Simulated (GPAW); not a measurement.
# Geometry or basis: what sets the conductance of an In chain with one Pd atom in line

How well does an In chain with one Pd atom in line conduct once its atoms have relaxed, and how much do cheaper levels lose?

Program: GPAW 26.7.0. Level of theory: GPAW LCAO, PAW setups; relaxation of the junction within the symmetry of its start, lead ends held, in the first sound run; inputs show where later runs differ. Results are calculated unless marked as measured.

### 1. Starting point

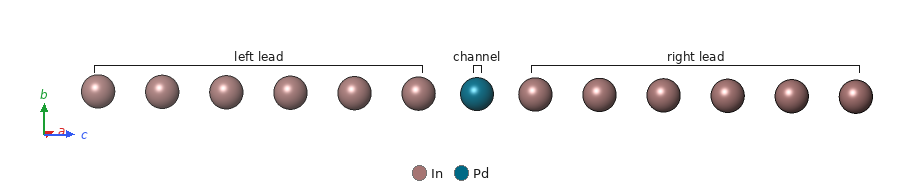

Start, viewed from the side, with the c axis across the page; indium brown, palladium blue.

The cell holds 13 atoms: 12 In and 1 Pd. Cell: a = 9.000 Å, b = 9.000 Å, c = 37.824 Å, α = 90.0°, β = 90.0°, γ = 90.0°. Regions: left lead, 6 atoms (6 In); channel, 1 atom (1 Pd); right lead, 6 atoms (6 In). Vacuum lies along a and b. The structure is stacked along c, and the current runs across the ab planes.

### 2. Relaxing the atoms

Transmission follows bond lengths closely, so the atoms between the held lead ends are relaxed first, within whatever symmetry the start has.

Contents of run.py:

```python
import json
from ase import Atoms
from ase.constraints import FixAtoms
from ase.optimize import BFGS
from gpaw import GPAW, FermiDirac

device = Atoms(
    ['In', 'In', 'In', 'In', 'In', 'In', 'Pd', 'In', 'In', 'In', 'In', 'In', 'In'],
    positions=[
        [4.50000, 4.50000, 1.47500],
        [4.50000, 4.50000, 4.42500],
        [4.50000, 4.50000, 7.37500],
        [4.50000, 4.50000, 10.32500],
        [4.50000, 4.50000, 13.27500],
        [4.50000, 4.50000, 16.22500],
        [4.50000, 4.50000, 18.91220],
        [4.50000, 4.50000, 21.59940],
        [4.50000, 4.50000, 24.54940],
        [4.50000, 4.50000, 27.49940],
        [4.50000, 4.50000, 30.44940],
        [4.50000, 4.50000, 33.39940],
        [4.50000, 4.50000, 36.34940]],
    cell=[[9.0, 0.0, 0.0], [0.0, 9.0, 0.0], [0.0, 0.0, 37.8244]],
    pbc=True)

device.set_constraint(FixAtoms([0, 1, 2, 3, 4, 8, 9, 10, 11, 12]))
device.calc = GPAW(mode='lcao', basis='dzp', xc='PBE', h=0.18,
                   kpts={'size': (1, 1, 2), 'gamma': True},
                   symmetry={'tolerance': 1e-3, 'extra_ids': [1, 1, 1, 1, 1, 0, 0, 0, 1, 1, 1, 1, 1]},
                   occupations=FermiDirac(0.1), maxiter=250,
                   mixer=dict(beta=0.1, nmaxold=8, weight=100.0),
                   convergence=dict(density=0.0001), txt='relax.txt')
path = []
opt = BFGS(device, maxstep=0.15)
opt.attach(lambda: path.append((device.get_potential_energy(), device.positions.tolist(), device.get_forces().tolist())))
relaxed = bool(opt.run(fmax=0.05, steps=50))
json.dump(dict(relaxed=relaxed, path=path, positions=device.positions.tolist(), moments=device.get_magnetic_moments().tolist(),
               forces=device.get_forces(apply_constraint=False).tolist()), open('result.json', 'w'))
```

On the command line:

```
$ OMP_NUM_THREADS=1 OPENBLAS_NUM_THREADS=1 python run.py
```

The program printed:

```text
Step          Energy          fmax
BFGS:    0      -16.977386        0.758769
BFGS:    1      -16.993227        0.702311
BFGS:    2      -17.038900        0.457845
BFGS:    3      -17.058428        0.058548
BFGS:    4      -17.058773        0.055260
BFGS:    5      -16.958164        1.036261
BFGS:    6      -17.058612        0.028920
```

Wall time 6.6 min (1 thread of Arm Neoverse V1, shared host); peak memory 1.7 GiB.

The steps of the relaxation:

```tsv
step	energy less that of the first step (eV)	largest force (eV/Å)
1	0.0000	0.7588
2	-0.0164	0.7023
3	-0.0689	0.4578
4	-0.0856	0.0585
5	-0.0863	0.0553
6	0.0097	1.0363
7	-0.0864	0.0289
```

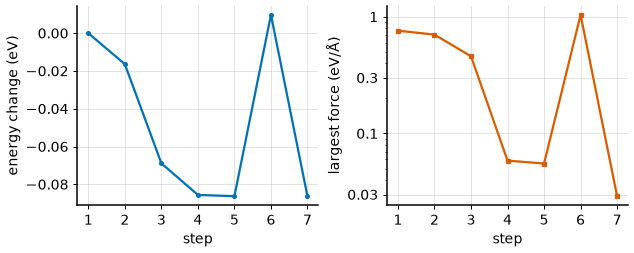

Energy and largest force along the relaxation.

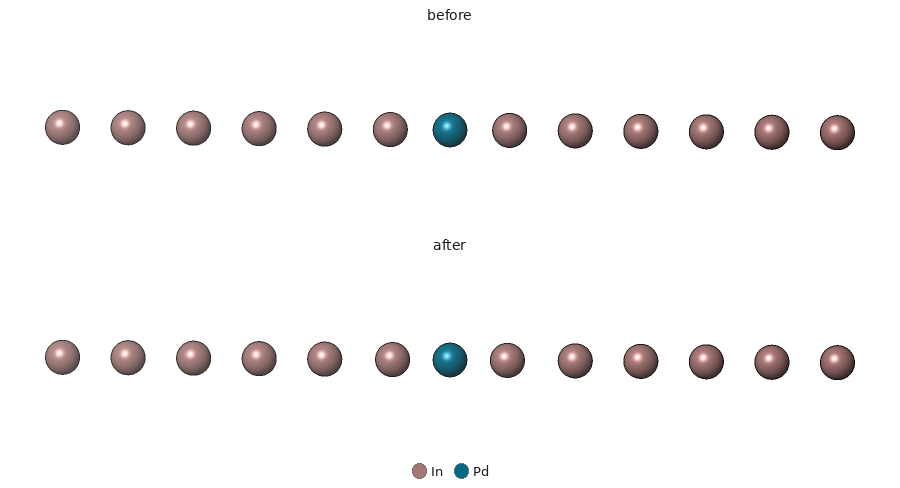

The structure before and after the relaxation, drawn at the same scale.

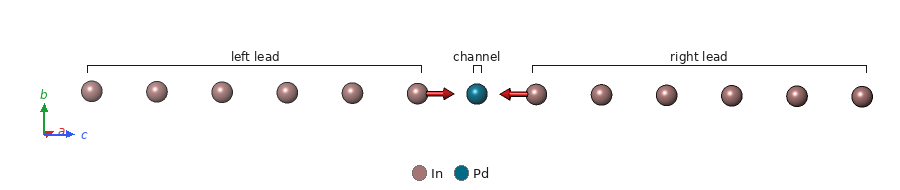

Displacements in the relaxation, exaggerated; the longest in the cell stands for 0.10 Å.

The atoms that moved most (Å):

```tsv
atom	dx	dy	dz	length
In8	0.000	0.000	-0.104	0.104
In6	0.000	0.000	0.104	0.104
```

The relaxation lowered the energy of the cell by 0.0864 eV (energies extrapolated to zero smearing; the optimiser's log prints free energies). The largest force left on a free atom is 0.029 eV/Å.

### 3. GPAW, dzp

Localised orbitals split the wire into layers that couple to their neighbours alone, which is what the Green's function method needs; double zeta with polarisation is the usual level for numbers.

This step: GPAW LCAO, PAW setups; Landauer transmission from Green's functions with principal layers (ASE), zero bias (GPAW 26.7.0).

Contents of run.py:

```python
import json
import numpy as np
from ase import Atoms
from ase.transport.calculators import TransportCalculator
from gpaw import GPAW, FermiDirac
from gpaw.lcao.tools import get_lcao_hamiltonian
from scipy.linalg import eigh

# The junction with lead layers at both ends, along the third cell vector
device = Atoms(
    ['In', 'In', 'In', 'In', 'In', 'In', 'Pd', 'In', 'In', 'In', 'In', 'In', 'In'],
    positions=[
        [4.50000, 4.50000, 1.47500],
        [4.50000, 4.50000, 4.42500],
        [4.50000, 4.50000, 7.37500],
        [4.50000, 4.50000, 10.32500],
        [4.50000, 4.50000, 13.27500],
        [4.50000, 4.50000, 16.32863],
        [4.50000, 4.50000, 18.91220],
        [4.50000, 4.50000, 21.49577],
        [4.50000, 4.50000, 24.54940],
        [4.50000, 4.50000, 27.49940],
        [4.50000, 4.50000, 30.44940],
        [4.50000, 4.50000, 33.39940],
        [4.50000, 4.50000, 36.34940]],
    cell=[[9.0, 0.0, 0.0], [0.0, 9.0, 0.0], [0.0, 0.0, 37.8244]],
    pbc=True)

# One principal layer of the lead: the first 3 atoms of the device
lead = Atoms(
    ['In', 'In', 'In'],
    positions=[
        [4.50000, 4.50000, 1.47500],
        [4.50000, 4.50000, 4.42500],
        [4.50000, 4.50000, 7.37500]],
    cell=[[9.0, 0.0, 0.0], [0.0, 9.0, 0.0], [0.0, 0.0, 8.85]],
    pbc=True)

settings = dict(mode='lcao', basis='dzp', xc='PBE', h=0.2,
                occupations=FermiDirac(0.1), maxiter=250,
                mixer=dict(beta=0.1, nmaxold=8, weight=100.0),
                convergence=dict(density=0.0001))
energies = np.arange(-2, 2 + 1e-9, 0.025)
eta = 0.0001
n1, n2 = 1, 1
# k and -k transmit alike, so half of the mesh across the current serves
mesh = [(i, j) for i in range(n1) for j in range(n2) if (i, j) <= (-i % n1, -j % n2)]
weights = np.array([1 if (i, j) == (-i % n1, -j % n2) else 2 for i, j in mesh]) / (n1 * n2)

# [... helper functions left out ...]
fermi_lead = ground_state(lead, (1, 1, 13), 'lead.txt')
fermi_device = ground_state(device, (1, 1, 2), 'device.txt')
# [... loop over the mesh left out, but for ...]
        # Shift the lead onto the potential of the device's first layer
        shift = ((H[:, 0, 0] - H0[:, 0, 0]) / S0[0, 0]).real.mean()
# [...]
kT = 8.617333e-5 * 300
bias = [0.1, 0.2, 0.5, 1.0, 1.5, 2.0]
# [... integrals and printing left out ...]
```

The program printed:

```text
basis functions: device 303, principal layer 69
Fermi level: lead -2.2014 eV, device -2.2056 eV; lead shifted by -0.0048 eV
largest coupling past the next layer 1.88e-06 eV, largest misfit of the first layer 0.022 eV
  E-E_F (eV)   T (one spin)  [channel counts left out]
    -2.000    6.3448e-02
    -1.975    3.6135e-03
    -1.950    1.1898e-07
    -1.925    4.6324e-08
    -1.900    2.8293e-08
    -1.875    2.1389e-08
    -1.850    1.8606e-08
    -1.825    1.8089e-08
    -1.800    1.9461e-08
    -1.775    2.3237e-08
    -1.750    3.1325e-08
    -1.725    4.9666e-08
    -1.700    1.0226e-07
    -1.675    3.7586e-07
    -1.650    2.5104e-04
    -1.625    4.3674e-07
[...]
1.825    2.2840e+00
     1.850    2.2298e+00
     1.875    2.2579e+00
     1.900    2.2377e+00
     1.925    2.2183e+00
     1.950    2.1985e+00
     1.975    2.1782e+00
     2.000    2.1575e+00
conductance at 300 K: 1.2275 G0 a cell; thermopower -14.92 uV/K
current from the zero-bias T(E) at 0.1 V: 9.4395 uA
current from the zero-bias T(E) at 0.2 V: 18.481 uA
current from the zero-bias T(E) at 0.5 V: 42.387 uA
current from the zero-bias T(E) at 1.0 V: 79.441 uA
current from the zero-bias T(E) at 1.5 V: 116.4 uA
current from the zero-bias T(E) at 2.0 V: 160.32 uA
```

Run time: 78 s. Hardware: 1 thread; peak memory 1.3 GiB.

Numbers from this step:

```yaml
conductance: 1.228 G₀
largest_coupling_past_the_next_principal_layer: 1.88e-6 eV
largest_misfit_of_the_first_principal_layer: 0.02196 eV
shift_that_aligns_the_lead: -0.004801 eV
basis_functions_of_the_junction: 303
basis_functions_of_a_principal_layer: 69
transmission_at_the_fermi_level_one_spin: 1.254
```

One spin. Transmission, zone mean against energy, zero at the Fermi level:

```tsv
energy (eV)	transmission, zone mean
-2.000	0.0634
-1.800	1.9e-8
-1.600	1.1e-7
-1.400	1.8e-8
-1.200	0.258
-1.100	0.340
-1.000	0.284
-0.800	0.0346
-0.600	0.0798
-0.400	0.327
-0.200	0.503
0.000	1.25
0.200	1.45
0.400	1.57
0.600	1.79
0.800	2.06
1.000	2.25
1.200	2.36
1.400	2.40
1.450	2.41
1.600	2.39
1.800	2.30
2.000	2.16
```

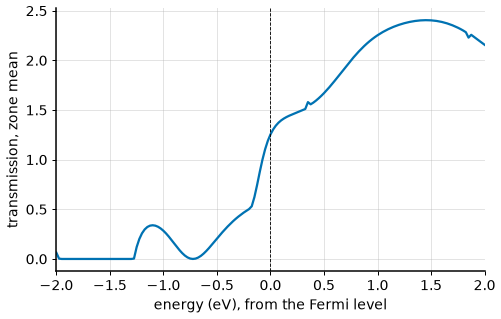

Transmission, zone mean against energy.

Not self-consistent under bias; the bias window is split evenly. Table of current through one cell, from the zero-bias transmission by bias:

```tsv
bias (V)	current through one cell, from the zero-bias transmission (μA)
0.100	9.44
0.200	18.5
0.500	42.4
1.000	79.4
1.500	116
2.000	160
```

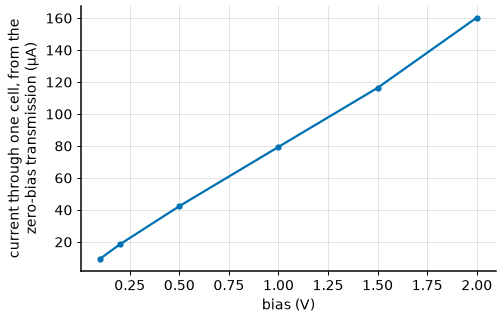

Current through one cell, from the zero-bias transmission against bias.

Table of transmission of the three most open eigenchannels by energy, zero at the Fermi level:

```tsv
energy (eV)	channel 1	channel 2	channel 3
-2.000	0.0634	0	0
-1.500	1.8e-8	0	0
-1.000	0.284	0	0
-0.500	0.205	0	0
0.000	0.602	0.326	0.326
0.500	0.705	0.483	0.483
1.000	0.758	0.758	0.738
1.500	0.827	0.827	0.749
2.000	0.746	0.706	0.706
```

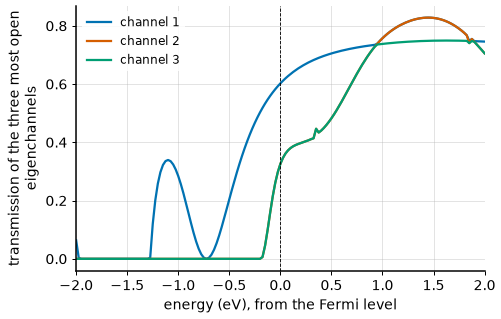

Transmission of the three most open eigenchannels, plotted against energy.

Couplings past the next layer reach 1.9e-6 eV, small enough to drop; the matrix elements of the cell's first layer differ from the bulk lead's by up to 0.022 eV. That layer keeps its own values in the calculation, and only beyond it is the lead taken as perfect. The Fermi levels of lead and junction count from different zeros of potential, one for each periodic cell; with both set to zero, the small remaining shift is what aligns them. By hand: G = 1.228 × 77.48 μS = 95.1 μS, a resistance of 10.5 kΩ; at 0.1 V a linear junction would pass 9.51 μA, and the integral over the bias window gives 9.44 μA.

### 4. Single-zeta polarised basis

One radial function a shell plus polarisation makes the matrices smaller; the question is what that costs.

Changes to run.py since step 3:

```diff
@@ -38,3 +38,3 @@
 
-settings = dict(mode='lcao', basis='dzp', xc='PBE', h=0.2,
+settings = dict(mode='lcao', basis='szp(dzp)', xc='PBE', h=0.2,
                 occupations=FermiDirac(0.1), maxiter=250,
```

The program printed:

```text
basis functions: device 183, principal layer 42
Fermi level: lead -2.3506 eV, device -2.3437 eV; lead shifted by -0.0056 eV
largest coupling past the next layer 1.86e-06 eV, largest misfit of the first layer 0.022 eV
  E-E_F (eV)   T (one spin)  channels
    -2.000    1.1402e-08    0.0000
    -1.975    9.1124e-09    0.0000
    -1.950    8.0279e-09    0.0000
    -1.925    7.6794e-09    0.0000
    -1.900    7.9299e-09    0.0000
    -1.875    8.8489e-09    0.0000
    -1.850    1.0760e-08    0.0000
    -1.825    1.4527e-08    0.0000
    -1.800    2.2642e-08    0.0000
    -1.775    4.4479e-08    0.0000
    -1.750    1.4299e-07    0.0000
    -1.725    5.6913e-06    0.0000
    -1.700    2.8658e-07    0.0000
    -1.675    5.8085e-08    0.0000
    -1.650    2.4735e-08    0.0000
    -1.625    1.4065e-08    0.0000
[...]
1.825    2.1205e+00    3.0000
     1.850    2.1562e+00    3.0000
     1.875    2.0893e+00    3.0000
     1.900    2.0675e+00    3.0000
     1.925    2.0461e+00    3.0000
     1.950    2.0243e+00    3.0000
     1.975    2.0021e+00    3.0000
     2.000    1.9795e+00    3.0000
conductance at 300 K: 1.138 G0 a cell; thermopower -15.91 uV/K
current from the zero-bias T(E) at 0.1 V: 8.7482 uA
current from the zero-bias T(E) at 0.2 V: 17.119 uA
current from the zero-bias T(E) at 0.5 V: 39.345 uA
current from the zero-bias T(E) at 1.0 V: 73.837 uA
current from the zero-bias T(E) at 1.5 V: 108.47 uA
current from the zero-bias T(E) at 2.0 V: 149.17 uA
```

Wall time 55 s (1 thread); peak memory 1.2 GiB.

This step gave:

```
conductance                                             : 1.138 G₀
largest coupling past the next principal layer          : 1.86e-6 eV
largest misfit of the first principal layer             : 0.02242 eV
shift that aligns the lead                              : -0.005609 eV
basis functions of the junction                         : 183
basis functions of a principal layer                    : 42
transmission at the Fermi level (one spin)              : 1.164
open channels of the lead at the Fermi level (one spin) : 3
```

One spin. Transmission, zone mean against energy, zero at the Fermi level:

```tsv
energy (eV)	transmission, zone mean
-2.000	1.1e-8
-1.800	2.3e-8
-1.600	9.4e-9
-1.400	5.4e-9
-1.200	0.115
-1.075	0.233
-1.000	0.203
-0.800	0.0210
-0.600	0.0754
-0.400	0.301
-0.200	0.470
0.000	1.16
0.200	1.36
0.400	1.47
0.600	1.68
0.800	1.94
1.000	2.12
1.200	2.23
1.400	2.27
1.425	2.27
1.600	2.24
1.800	2.14
2.000	1.98
```

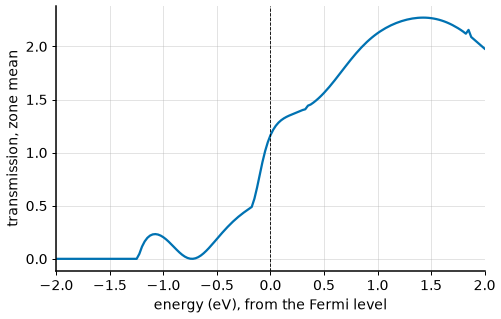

Transmission, zone mean against energy.

Crossings of the lead's bands, unfolded to its shortest repeat. Table of open channels, zone mean by energy, zero at the Fermi level:

```tsv
energy (eV)	open channels, zone mean
-1.2500	0
-1.0000	1
-0.7500	1
-0.5000	1
-0.2500	1
0.0000	3
0.2500	3
0.5000	3
0.7500	3
1.0000	3
1.2500	3
1.5000	3
1.7500	3
2.0000	3
```

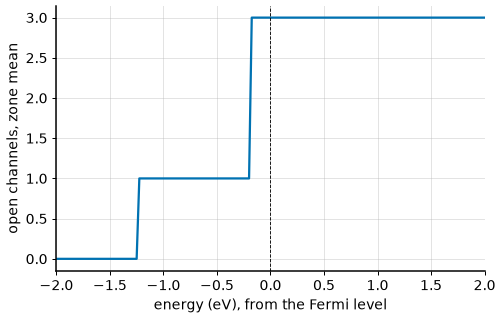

Open channels, zone mean against energy.

Not self-consistent under bias; the bias window is split evenly. Table of current through one cell, from the zero-bias transmission by bias:

```tsv
bias (V)	current through one cell, from the zero-bias transmission (μA)
0.100	8.75
0.200	17.1
0.500	39.3
1.000	73.8
1.500	108
2.000	149
```

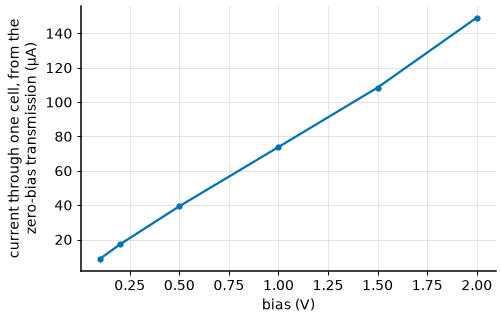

Current through one cell, from the zero-bias transmission against bias.

The transmission of the three most open eigenchannels by energy, zero at the Fermi level:

```tsv
energy (eV)	channel 1	channel 2	channel 3
-1.2500	3.0e-7	0	0
-1.0000	0.203	0	0
-0.7500	0.00136	0	0
-0.5000	0.188	0	0
-0.2500	0.436	2.4e-12	2.4e-12
0.0000	0.571	0.297	0.297
0.2500	0.641	0.370	0.370
0.5000	0.680	0.442	0.442
0.7500	0.704	0.586	0.586
1.0000	0.719	0.703	0.703
1.2500	0.759	0.759	0.728
1.5000	0.767	0.767	0.733
1.7500	0.734	0.720	0.720
2.0000	0.732	0.624	0.624
```

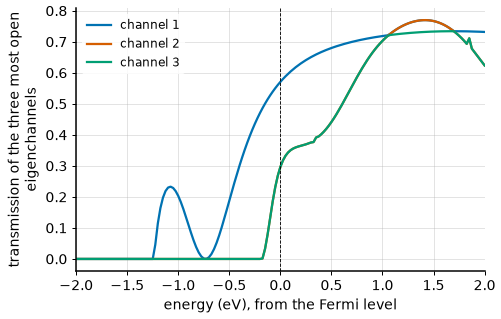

Transmission of the three most open eigenchannels against energy.

The conductance, 1.14 G₀, lies 7.3 % below that of the dzp run.

### 5. GPAW, sz: basis = "sz(dzp)"

The minimal basis is the cheapest rung: no second zeta and no polarisation.

Changes to run.py since step 4:

```diff
@@ -38,3 +38,3 @@
 
-settings = dict(mode='lcao', basis='szp(dzp)', xc='PBE', h=0.2,
+settings = dict(mode='lcao', basis='sz(dzp)', xc='PBE', h=0.2,
                 occupations=FermiDirac(0.1), maxiter=250,
```

The program printed:

```text
basis functions: device 120, principal layer 27
Fermi level: lead -2.2681 eV, device -2.2652 eV; lead shifted by -0.0082 eV
largest coupling past the next layer 1.93e-06 eV, largest misfit of the first layer 0.023 eV
  E-E_F (eV)   T (one spin)  channels
    -2.000    3.1261e-01    1.0000
    -1.975    2.8104e-01    1.0000
    -1.950    2.4339e-01    1.0000
[...]
1.975    2.1145e+00    3.0000
     2.000    2.0900e+00    3.0000
conductance at 300 K: 1.2352 G0 a cell; thermopower -13.5 uV/K
current from the zero-bias T(E) at 0.1 V: 9.5024 uA
current from the zero-bias T(E) at 0.2 V: 18.62 uA
current from the zero-bias T(E) at 0.5 V: 42.558 uA
current from the zero-bias T(E) at 1.0 V: 79.132 uA
current from the zero-bias T(E) at 1.5 V: 115.8 uA
current from the zero-bias T(E) at 2.0 V: 158.44 uA
```

Run time: 50 s. Hardware: 1 thread; peak memory 1.1 GiB.

This step gave:

| Property | Result |
| --- | --- |
| conductance | 1.235 G₀ |
| largest coupling past the next principal layer | 1.93e-6 eV |
| largest misfit of the first principal layer | 0.02271 eV |
| shift that aligns the lead | -0.008209 eV |
| basis functions of the junction | 120 |
| basis functions of a principal layer | 27 |
| transmission at the Fermi level (one spin) | 1.260 |

The conductance, 1.24 G₀, lies 0.6 % above that of the dzp run.

### 6. revPBE in the dzp basis: xc = "revPBE"

Back in the dzp basis, the functional changes from PBE to revPBE, to set the spread between functionals beside that between bases.

Changes to run.py since step 5:

```diff
@@ -38,3 +38,3 @@
 
-settings = dict(mode='lcao', basis='sz(dzp)', xc='PBE', h=0.2,
+settings = dict(mode='lcao', basis='dzp', xc='revPBE', h=0.2,
                 occupations=FermiDirac(0.1), maxiter=250,
```

The program printed:

```text
basis functions: device 303, principal layer 69
Fermi level: lead -2.0990 eV, device -2.1002 eV; lead shifted by -0.0053 eV
largest coupling past the next layer 1.88e-06 eV, largest misfit of the first layer 0.022 eV
  E-E_F (eV)   T (one spin)  [channel counts left out]
    -2.000    1.0859e-01
    -1.975    5.2259e-02
    -1.950    8.6101e-07
[...]
1.975    2.1712e+00
     2.000    2.1506e+00
conductance at 300 K: 1.2083 G0 a cell; thermopower -14.98 uV/K
current from the zero-bias T(E) at 0.1 V: 9.2912 uA
current from the zero-bias T(E) at 0.2 V: 18.185 uA
current from the zero-bias T(E) at 0.5 V: 41.661 uA
current from the zero-bias T(E) at 1.0 V: 78.129 uA
current from the zero-bias T(E) at 1.5 V: 114.8 uA
current from the zero-bias T(E) at 2.0 V: 158.33 uA
```

Elapsed: 78 s, on 1 thread; peak memory 1.3 GiB.

This step gave:

```yaml
conductance: 1.208 G₀
largest_coupling_past_the_next_principal_layer: 1.88e-6 eV
largest_misfit_of_the_first_principal_layer: 0.02171 eV
shift_that_aligns_the_lead: -0.005250 eV
basis_functions_of_the_junction: 303
basis_functions_of_a_principal_layer: 69
transmission_at_the_fermi_level_one_spin: 1.235
```

One spin. Table of transmission, zone mean by energy, zero at the Fermi level:

```tsv
energy (eV)	transmission, zone mean
-2.000	0.109
-1.800	2.5e-8
-1.600	1.1e-7
-1.400	2.2e-8
-1.200	0.285
-1.125	0.344
-1.000	0.275
-0.800	0.0279
-0.600	0.0816
-0.400	0.317
-0.200	0.486
0.000	1.24
0.200	1.43
0.400	1.56
0.600	1.78
0.800	2.05
1.000	2.24
1.200	2.35
1.400	2.39
1.450	2.40
1.600	2.38
1.800	2.29
2.000	2.15
```

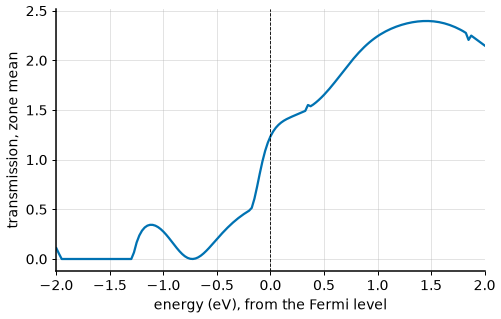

Transmission, zone mean, plotted against energy.

The conductance, 1.21 G₀, lies 1.6 % below that of the dzp run.

(Continued in part 2 of 2.)

[Logs are printed without paths, hosts, clocks, repeated set-up lines and the standing remarks that a program may print on its own settings, such as how far it seeks lower states.]

[Hosts, paths, dates, database ids (printed as entryN), source tags and the programs' standing remarks are cut or masked in the printed files.]
